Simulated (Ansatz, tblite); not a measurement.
# C12H26O: a ladder of methods and basis sets

Aim: run the singlet of C12H26O at one geometry on many levels, and compare frontier levels, spin and run time.

Computed with Ansatz 0.2.0, Gaussian basis. Level: as each input shows.

Levels to be run: GFN1-xTB, GFN2-xTB, PBE-D4/def2-TZVP, r2SCAN-D4/def2-TZVP, PBE-D4/def2-SVP, PBE0-D4/def2-SVP, HF/STO-3G, MP2/def2-SVP.

3 further runs of the same task are left out: 3 that didn't finish.

### Step 1. The relaxed structure

The geometry is that of the singlet, from an earlier relaxation (PBE-D4/def2-SVP).

SMILES `CCCCCCCCCCCCO`, 39 atoms, charge 0, spin multiplicity 1.

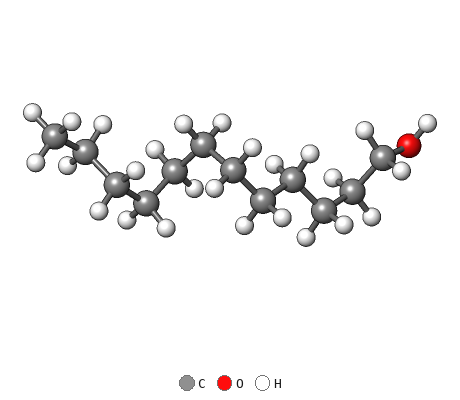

The geometry (carbon grey, oxygen red, hydrogen white).

Geometry (Å):

```xyz
39
charge 0, multiplicity 1
C    -5.71349    1.01241   -0.31893
C    -4.47376    0.19745   -0.68928
C    -3.63379   -0.21242    0.52567
C    -2.42874   -1.10873    0.20416
C    -1.38744   -0.50397   -0.75225
C    -0.78328    0.83627   -0.30423
C    -0.09954    0.82161    1.07298
C     1.03114   -0.20425    1.23882
C     2.19890   -0.03443    0.26190
C     3.35042   -1.01361    0.51943
C     4.49922   -0.94407   -0.49224
C     5.26277    0.37474   -0.49239
O     6.34915    0.25540   -1.39564
H    -5.43701    1.94771    0.21204
H    -6.38657    0.44079    0.35442
H    -6.30192    1.29917   -1.21408
H    -3.84851    0.78259   -1.39875
H    -4.77864   -0.71765   -1.24577
H    -4.28906   -0.74504    1.25049
H    -3.29456    0.70452    1.05867
H    -2.79768   -2.06244   -0.23464
H    -1.93372   -1.39571    1.15751
H    -1.84123   -0.36788   -1.75780
H    -0.57383   -1.24705   -0.90192
H    -0.05679    1.17157   -1.07592
H    -1.57536    1.61668   -0.29570
H    -0.86116    0.64421    1.86327
H     0.30509    1.83812    1.27626
H     0.62542   -1.23666    1.14448
H     1.42128   -0.13834    2.27876
H     2.56704    1.01456    0.32071
H     1.84340   -0.16793   -0.78433
H     2.94294   -2.04836    0.52384
H     3.74956   -0.84824    1.54653
H     4.11813   -1.12807   -1.52103
H     5.23398   -1.75182   -0.28748
H     4.57925    1.21158   -0.78160
H     5.60809    0.59478    0.55140
H     6.81030    1.11250   -1.41732
```

PBE0-D4/def2-TZVP was run before; its log isn't repeated, and its numbers join the tables.

### Step 2. GFN1-xTB

Tight binding, by tblite at 300 K electronic temperature and without a spin-polarisation term:

```python
tblite.interface.Calculator('GFN1-xTB', numbers, positions, charge=0, uhf=0).singlepoint()
```

Energy -1200.8959 eV, HOMO -12.28 eV, LUMO -3.81 eV; 0.032 s.

### Step 3. GFN2-xTB

Tight binding, by tblite at 300 K electronic temperature and without a spin-polarisation term:

```python
tblite.interface.Calculator('GFN2-xTB', numbers, positions, charge=0, uhf=0).singlepoint()
```

Energy -1170.7173 eV, HOMO -11.03 eV, LUMO 0.75 eV; 0.019 s.

### Step 4. PBE-D4/def2-TZVP

start.molden holds the orbitals of an earlier run on this state, given as this run's starting guess.

Input file in.yaml:

```yaml
crystal:
  periodic: [false, false, false]
  atoms:
    - {symbol: C, position_ang: [-5.713495, 1.012412, -0.318929]}
    - {symbol: C, position_ang: [-4.473762, 0.197447, -0.689283]}
    - {symbol: C, position_ang: [-3.633785, -0.212419, 0.525666]}
    - {symbol: C, position_ang: [-2.428739, -1.108731, 0.204163]}
    - {symbol: C, position_ang: [-1.387441, -0.503969, -0.752254]}
    - {symbol: C, position_ang: [-0.783275, 0.836266, -0.304225]}
    - {symbol: C, position_ang: [-0.099541, 0.821614, 1.072978]}
    - {symbol: C, position_ang: [1.031142, -0.204249, 1.238824]}
    - {symbol: C, position_ang: [2.198896, -0.034430, 0.261896]}
    - {symbol: C, position_ang: [3.350425, -1.013608, 0.519427]}
    - {symbol: C, position_ang: [4.499222, -0.944075, -0.492242]}
    - {symbol: C, position_ang: [5.262767, 0.374736, -0.492389]}
    - {symbol: O, position_ang: [6.349146, 0.255404, -1.395643]}
    - {symbol: H, position_ang: [-5.437005, 1.947714, 0.212043]}
    - {symbol: H, position_ang: [-6.386573, 0.440790, 0.354417]}
    - {symbol: H, position_ang: [-6.301920, 1.299170, -1.214075]}
    - {symbol: H, position_ang: [-3.848513, 0.782591, -1.398754]}
    - {symbol: H, position_ang: [-4.778635, -0.717647, -1.245774]}
    - {symbol: H, position_ang: [-4.289055, -0.745039, 1.250495]}
    - {symbol: H, position_ang: [-3.294558, 0.704519, 1.058671]}
    - {symbol: H, position_ang: [-2.797684, -2.062441, -0.234639]}
    - {symbol: H, position_ang: [-1.933721, -1.395714, 1.157511]}
    - {symbol: H, position_ang: [-1.841233, -0.367876, -1.757801]}
    - {symbol: H, position_ang: [-0.573827, -1.247054, -0.901920]}
    - {symbol: H, position_ang: [-0.056785, 1.171573, -1.075919]}
    - {symbol: H, position_ang: [-1.575363, 1.616679, -0.295700]}
    - {symbol: H, position_ang: [-0.861164, 0.644211, 1.863269]}
    - {symbol: H, position_ang: [0.305086, 1.838120, 1.276258]}
    - {symbol: H, position_ang: [0.625419, -1.236663, 1.144481]}
    - {symbol: H, position_ang: [1.421277, -0.138341, 2.278765]}
    - {symbol: H, position_ang: [2.567042, 1.014558, 0.320706]}
    - {symbol: H, position_ang: [1.843401, -0.167933, -0.784325]}
    - {symbol: H, position_ang: [2.942943, -2.048364, 0.523843]}
    - {symbol: H, position_ang: [3.749559, -0.848236, 1.546529]}
    - {symbol: H, position_ang: [4.118127, -1.128069, -1.521026]}
    - {symbol: H, position_ang: [5.233985, -1.751820, -0.287483]}
    - {symbol: H, position_ang: [4.579253, 1.211579, -0.781596]}
    - {symbol: H, position_ang: [5.608093, 0.594782, 0.551400]}
    - {symbol: H, position_ang: [6.810300, 1.112503, -1.417324]}
basis:
  gaussian: {orbitals: def2-TZVP, initial_orbitals: start.molden}
hamiltonian: {xc: pbe, dispersion: d4}
scf: {omitted_lower_state_checks: [starts]}
output: {forces: true, orbitals: {seedname: orbitals}}
```

Run with:

```
$ ansatz run in.yaml --threads 6 --pin off --events-out ev --progress --plain --max-ram 7833MiB
```

Output:

```text
Functional definition: PBE
  name "PBE"
  cite "Perdew, Burke & Ernzerhof, Phys. Rev. Lett. 77, 3865 (1996) doi:10.1103/PhysRevLett.77.3865"
  parent pbe
  parameter kappa = 0.804
  parameter beta = 0.06672455060314922
  exchange = pbe_x(kappa = kappa, mu = beta*pi^2/3)
  correlation = pbe_c(beta = beta)
these checks for a lower state are left out or cut short: starts
3455 factors; their error is unknown
mean field evaluation 1: about -14900.7585 eV, gradient 1.5e1 eV
mean field evaluation 2: about -14901.0060 eV, gradient 2.2e-1 eV
mean field evaluation 4: about -14900.8614 eV, gradient 1.8e-3 eV
mean field -14900.86141698 eV, -547.5965569073 hartree, gradient 1.1e-5 eV, S^2 0.000000; 0 other end points of the search recorded, 0 dependent functions left out
the calculation of the forces begins
reference -14900.86149913 eV, -547.5965599263 hartree; 53, 53 occupied and 506, 506 virtual orbitals, 3455 factors
Total energy: -14901.78563475 eV, -547.6305212841 hartree
Atom 0 at    -5.713495     1.012412    -0.318929 Å, force    -0.206891     0.134653     0.097405 eV/Å
Atom 1 at    -4.473762     0.197447    -0.689283 Å, force     0.104628    -0.090691    -0.279385 eV/Å
Atom 2 at    -3.633785    -0.212419     0.525666 Å, force    -0.082066     0.112097     0.246671 eV/Å
Atom 3 at    -2.428739    -1.108731     0.204163 Å, force     0.012334    -0.240732     0.099374 eV/Å
Atom 4 at    -1.387441    -0.503969    -0.752254 Å, force     0.063431    -0.109852    -0.226704 eV/Å
Atom 5 at    -0.783275     0.836266    -0.304225 Å, force    -0.007413     0.211499    -0.150078 eV/Å
Atom 6 at    -0.099541     0.821614     1.072978 Å, force    -0.057978     0.161121     0.193983 eV/Å
Atom 7 at     1.031142    -0.204249     1.238824 Å, force     0.019912    -0.227837     0.172588 eV/Å
Atom 8 at     2.198896    -0.034430     0.261896 Å, force     0.003222     0.213016    -0.224389 eV/Å
Atom 9 at     3.350425    -1.013608     0.519427 Å, force    -0.015827    -0.144074     0.249112 eV/Å
Atom 10 at     4.499222    -0.944075    -0.492242 Å, force     0.122205    -0.202290    -0.242574 eV/Å
Atom 11 at     5.262767     0.374736    -0.492389 Å, force    -0.552510     0.232772     0.518260 eV/Å
Atom 12 at     6.349146     0.255404    -1.395643 Å, force     0.273453     0.136353    -0.145807 eV/Å
Atom 13 at    -5.437005     1.947714     0.212043 Å, force    -0.055683    -0.240597    -0.139245 eV/Å
Atom 14 at    -6.386573     0.440790     0.354417 Å, force     0.182248     0.134931    -0.174517 eV/Å
Atom 15 at    -6.301920     1.299170    -1.214075 Å, force     0.164177    -0.081552     0.223831 eV/Å
Atom 16 at    -3.848513     0.782591    -1.398754 Å, force    -0.152194    -0.136489     0.187585 eV/Å
Atom 17 at    -4.778635    -0.717647    -1.245774 Å, force     0.064154     0.219657     0.148702 eV/Å
Atom 18 at    -4.289055    -0.745039     1.250495 Å, force     0.157171     0.114927    -0.183687 eV/Å
Atom 19 at    -3.294558     0.704519     1.058671 Å, force    -0.069495    -0.216318    -0.146386 eV/Å
Atom 20 at    -2.797684    -2.062441    -0.234639 Å, force     0.086053     0.237263     0.090705 eV/Å
Atom 21 at    -1.933721    -1.395714     1.157511 Å, force    -0.114913     0.089813    -0.227836 eV/Å
Atom 22 at    -1.841233    -0.367876    -1.757801 Å, force     0.100630    -0.019916     0.255765 eV/Å
Atom 23 at    -0.573827    -1.247054    -0.901920 Å, force    -0.193317     0.179478     0.059045 eV/Å
Atom 24 at    -0.056785     1.171573    -1.075919 Å, force    -0.169981    -0.098913     0.193087 eV/Å
Atom 25 at    -1.575363     1.616679    -0.295700 Å, force     0.182567    -0.199615     0.016108 eV/Å
Atom 26 at    -0.861164     0.644211     1.863269 Å, force     0.180141     0.023775    -0.200175 eV/Å
Atom 27 at     0.305086     1.838120     1.276258 Å, force    -0.090358    -0.244416    -0.063119 eV/Å
Atom 28 at     0.625419    -1.236663     1.144481 Å, force     0.088689     0.254173     0.000930 eV/Å
Atom 29 at     1.421277    -0.138341     2.278765 Å, force    -0.093068     0.002143    -0.248634 eV/Å
Atom 30 at     2.567042     1.014558     0.320706 Å, force    -0.085490    -0.257050     0.001550 eV/Å
Atom 31 at     1.843401    -0.167933    -0.784325 Å, force     0.076450     0.021430     0.254135 eV/Å
Atom 32 at     2.942943    -2.048364     0.523843 Å, force     0.098995     0.248171    -0.017958 eV/Å
Atom 33 at     3.749559    -0.848236     1.546529 Å, force    -0.093335    -0.025782    -0.251415 eV/Å
Atom 34 at     4.118127    -1.128069    -1.521026 Å, force     0.064148     0.046269     0.258757 eV/Å
Atom 35 at     5.233985    -1.751820    -0.287483 Å, force    -0.195721     0.176904    -0.023226 eV/Å
Atom 36 at     4.579253     1.211579    -0.781596 Å, force     0.227712    -0.231498     0.017254 eV/Å
Atom 37 at     5.608093     0.594782     0.551400 Å, force    -0.019488    -0.076807    -0.307756 eV/Å
Atom 38 at     6.810300     1.112503    -1.417324 Å, force    -0.016593    -0.106015    -0.031956 eV/Å
Dipole moment:    -0.066648     0.241903     0.136416 e Å
Checks for a lower state left out: starts
```

Wall time 6.5 s (6 threads of Intel Xeon 6975P-C, shared host); peak memory 1.6 GiB.

Report: HOMO -6.08 eV, LUMO 0.14 eV.

### Step 5. r2SCAN-D4/def2-TZVP

in.yaml: that of step 4 with these lines changed.

```diff
@@ -44,4 +44,4 @@
   gaussian: {orbitals: def2-TZVP, initial_orbitals: start.molden}
-hamiltonian: {xc: pbe, dispersion: d4}
+hamiltonian: {xc: r2scan, dispersion: d4}
 scf: {omitted_lower_state_checks: [starts]}
-output: {forces: true, orbitals: {seedname: orbitals}}
+output: {orbitals: {seedname: orbitals}}
```

The command is unchanged.

Output:

```text
Functional definition: r2SCAN
  name "r2SCAN"
  cite "Furness, Kaplan, Ning, Perdew & Sun, J. Phys. Chem. Lett. 11, 8208 (2020) doi:10.1021/acs.jpclett.0c02405"
  cite "Furness, Kaplan, Ning, Perdew & Sun, J. Phys. Chem. Lett. 11, 9248 (2020) doi:10.1021/acs.jpclett.0c03077"
  parent r2scan
  parameter k0 = 0.174
  parameter k1 = 0.065
  parameter a1 = 4.9479
  exchange = r2scan_x(k0 = k0, k1 = k1, a1 = a1)
  correlation = r2scan_c
these checks for a lower state are left out or cut short: starts
3455 factors; their error is unknown
mean field evaluation 1: about -14912.3340 eV, gradient 7.6e0 eV
mean field evaluation 2: about -14912.4281 eV, gradient 8.3e-2 eV
mean field evaluation 4: about -14912.2902 eV, gradient 1.5e-3 eV
mean field -14912.29017561 eV, -548.0165560404 hartree, gradient 1.3e-5 eV, S^2 0.000000; 0 other end points of the search recorded, 0 dependent functions left out
reference -14912.29019796 eV, -548.0165568617 hartree; 53, 53 occupied and 506, 506 virtual orbitals, 3455 factors
Total energy: -14912.56324108 eV, -548.0265910112 hartree
Checks for a lower state left out: starts
```

Wall time 8 s (6 threads of Intel Xeon 6975P-C, shared host); peak memory 1.6 GiB.

From the report: HOMO -6.44 eV, LUMO 0.72 eV.

### Step 6. PBE-D4/def2-SVP

in.yaml: that of step 5 with these lines changed.

```diff
@@ -43,4 +43,4 @@
 basis:
-  gaussian: {orbitals: def2-TZVP, initial_orbitals: start.molden}
-hamiltonian: {xc: r2scan, dispersion: d4}
+  gaussian: {orbitals: def2-SVP, initial_orbitals: start.molden}
+hamiltonian: {xc: pbe, dispersion: d4}
 scf: {omitted_lower_state_checks: [starts]}
```

The command is unchanged.

Output:

```text
Functional definition: PBE
  name "PBE"
  cite "Perdew, Burke & Ernzerhof, Phys. Rev. Lett. 77, 3865 (1996) doi:10.1103/PhysRevLett.77.3865"
  parent pbe
  parameter kappa = 0.804
  parameter beta = 0.06672455060314922
  exchange = pbe_x(kappa = kappa, mu = beta*pi^2/3)
  correlation = pbe_c(beta = beta)
these checks for a lower state are left out or cut short: starts
3547 factors; their error is unknown
mean field evaluation 1: about -14884.4248 eV, gradient 1.3e1 eV
mean field evaluation 2: about -14884.8728 eV, gradient 3.1e-1 eV
mean field evaluation 4: about -14884.6867 eV, gradient 1.1e-3 eV
mean field -14884.68669452 eV, -547.0021468207 hartree, gradient 1.9e-5 eV, S^2 0.000000; 0 other end points of the search recorded, 0 dependent functions left out
reference -14884.68675275 eV, -547.0021489607 hartree; 53, 53 occupied and 259, 259 virtual orbitals, 3547 factors
Total energy: -14885.61088838 eV, -547.0361103184 hartree
Checks for a lower state left out: starts
```

Run time: 2.2 s. Hardware: 6 threads of Intel Xeon 6975P-C, shared host.

Report: HOMO -5.74 eV, LUMO 0.63 eV.

### Step 7. PBE0-D4/def2-SVP

in.yaml: that of step 6 with these lines changed.

```diff
@@ -44,3 +44,3 @@
   gaussian: {orbitals: def2-SVP, initial_orbitals: start.molden}
-hamiltonian: {xc: pbe, dispersion: d4}
+hamiltonian: {xc: pbe0, dispersion: d4}
 scf: {omitted_lower_state_checks: [starts]}
```

Same command.

Output:

```text
Functional definition: PBE0
  name "PBE0"
  cite "Adamo & Barone, J. Chem. Phys. 110, 6158 (1999) doi:10.1063/1.478522"
  cite "Perdew, Burke & Ernzerhof, Phys. Rev. Lett. 77, 3865 (1996) doi:10.1103/PhysRevLett.77.3865"
  parent pbe
  parameter a = 0.25
  parameter kappa = 0.804
  parameter beta = 0.06672455060314922
  exchange = (1 - a)*pbe_x(kappa = kappa, mu = beta*pi^2/3) + a*exact_x
  correlation = pbe_c(beta = beta)
these checks for a lower state are left out or cut short: starts
3547 factors; their error is unknown
mean field evaluation 1: about -14887.4014 eV, gradient 1.0e1 eV
mean field evaluation 2: about -14887.6839 eV, gradient 2.0e-1 eV
mean field evaluation 4: about -14887.6081 eV, gradient 6.5e-4 eV
mean field -14887.60807315 eV, -547.1095055051 hartree, gradient 1.4e-5 eV, S^2 0.000000; 0 other end points of the search recorded, 0 dependent functions left out
reference -14887.60811850 eV, -547.1095071717 hartree; 53, 53 occupied and 259, 259 virtual orbitals, 3547 factors
Total energy: -14888.39758125 eV, -547.1385193924 hartree
Checks for a lower state left out: starts
```

It took 4.6 s on 6 threads of Intel Xeon 6975P-C, shared host; peak memory 2.1 GiB.

From the report: HOMO -7.51 eV, LUMO 1.48 eV.

### Step 8. HF/STO-3G

in.yaml: that of step 7 with these lines changed.

```diff
@@ -43,4 +43,4 @@
 basis:
-  gaussian: {orbitals: def2-SVP, initial_orbitals: start.molden}
-hamiltonian: {xc: pbe0, dispersion: d4}
+  gaussian: {orbitals: STO-3G}
+hamiltonian: {xc: hf}
 scf: {omitted_lower_state_checks: [starts]}
```

The command is unchanged.

Output:

```text
Functional definition: HF
  name "HF"
  cite "Fock, Z. Phys. 61, 126 (1930) doi:10.1007/BF01340294"
  parent pbe
  exchange = exact_x
  correlation = 0
these checks for a lower state are left out or cut short: starts
1317 factors; integrals over basis functions are off by at most 5.1e-5 eV
mean field evaluation 1: about -14632.8962 eV, gradient 3.0e1 eV
mean field evaluation 2: about -14633.8818 eV, gradient 3.0e1 eV
mean field evaluation 4: about -14637.2784 eV, gradient 1.8e0 eV
mean field evaluation 8: about -14637.2888 eV, gradient 5.1e-5 eV
mean field -14637.28881303 eV, -537.9104423683 hartree, gradient 6.3e-6 eV, S^2 0.000000; 0 other end points of the search recorded, 0 dependent functions left out
reference -14637.28881303 eV, -537.9104423683 hartree; 53, 53 occupied and 38, 38 virtual orbitals, 1317 factors
Total energy: -14637.28881303 eV, -537.9104423683 hartree
Checks for a lower state left out: starts
```

It took 0.5 s on 6 threads of Intel Xeon 6975P-C, shared host.

HOMO -9.45 eV, LUMO 14.99 eV.

### Step 9. MP2/def2-SVP

in.yaml: that of step 8 with these lines changed.

```diff
@@ -43,4 +43,4 @@
 basis:
-  gaussian: {orbitals: STO-3G}
-hamiltonian: {xc: hf}
+  gaussian: {orbitals: def2-SVP, initial_orbitals: start.molden}
+correlation: {method: mp2}
 scf: {omitted_lower_state_checks: [starts]}
```

Same command.

Output:

```text
Functional definition: HF
  name "HF"
  cite "Fock, Z. Phys. 61, 126 (1930) doi:10.1007/BF01340294"
  parent pbe
  exchange = exact_x
  correlation = 0
these checks for a lower state are left out or cut short: starts
3242 factors; integrals over basis functions are off by at most 1.5e-3 eV
mean field evaluation 1: about -14801.8481 eV, gradient 3.2e1 eV
mean field evaluation 2: about -14803.5514 eV, gradient 1.3e0 eV
mean field evaluation 4: about -14803.5713 eV, gradient 5.6e-2 eV
mean field evaluation 8: about -14803.5714 eV, gradient 2.9e-6 eV
mean field -14803.57135531 eV, -544.0212130864 hartree, gradient 2.9e-6 eV, S^2 0.000000; 0 other end points of the search recorded, 0 dependent functions left out
13 core orbitals not correlated: weight in the atoms' cores, before any rotation towards them, 1.000 or more for the frozen orbitals, at most 0.000 for the correlated occupied ones
reference -14803.57135531 eV, -544.0212130864 hartree; 40, 40 occupied and 259, 259 virtual orbitals, 3242 factors
second order -52.32246416 eV of doubles, -0.00000000 eV of singles
Total energy: -14855.89381947 eV, -545.9440281790 hartree
Checks for a lower state left out: starts
```

Run time: 6 s. Hardware: 6 threads of Intel Xeon 6975P-C, shared host; peak memory 1.3 GiB.

From the report: Hartree-Fock HOMO -11.74 eV, LUMO 4.50 eV.

### Step 10. Levels side by side

```
              level  functions  HOMO (eV)  LUMO (eV)  gap (eV)   time
          HF/STO-3G         91      -9.45      14.99     24.43  0.5 s
    PBE-D4/def2-SVP        312      -5.74       0.63      6.36  2.2 s
   PBE-D4/def2-TZVP        559      -6.08       0.14      6.22  6.5 s
r2SCAN-D4/def2-TZVP        559      -6.44       0.72      7.16    8 s
   PBE0-D4/def2-SVP        312      -7.51       1.48      8.99  4.6 s
  PBE0-D4/def2-TZVP        559      -7.74       0.95      8.69   19 s
```

The pieces so far (eV):

```
   basis           HF  MP2 correlation              total
def2-SVP  -14803.5714         -52.3225  -14855.8938 (MP2)
```

### Step 11. Binding energy

Free atoms were run apart at each level; binding is atoms less cluster, divided by the number of atoms, without zero-point or spin-orbit terms.

```
              level  binding an atom (eV)
          HF/STO-3G                 3.903
        HF/def2-SVP                 3.194
    PBE-D4/def2-SVP                 4.286
   PBE-D4/def2-TZVP                 4.242
r2SCAN-D4/def2-TZVP                 4.169
   PBE0-D4/def2-SVP                 4.241
  PBE0-D4/def2-TZVP                 4.193
       MP2/def2-SVP                 4.045
```

### Step 12. Results

```
                                                 quantity                                 value
gap in def2-TZVP, named functionals, smallest and largest   6.22 eV (PBE-D4), 8.69 eV (PBE0-D4)
                         correlation energy, MP2/def2-SVP                             -52.32 eV
                binding an atom, functionals in def2-TZVP  4.17 (r2SCAN-D4) to 4.24 eV (PBE-D4)
          PBE0 total energy, smallest basis above largest        15.79 eV (def2-SVP, def2-TZVP)
```

**Reading.** Orbital gaps of the named functionals in def2-TZVP span 6.22 eV (PBE-D4) to 8.69 eV (PBE0-D4); exact exchange widens it.

The slowest run with a step of its own, r2SCAN-D4/def2-TZVP, took 8 s; the quickest functional in def2-TZVP took 6.5 s (shared host).
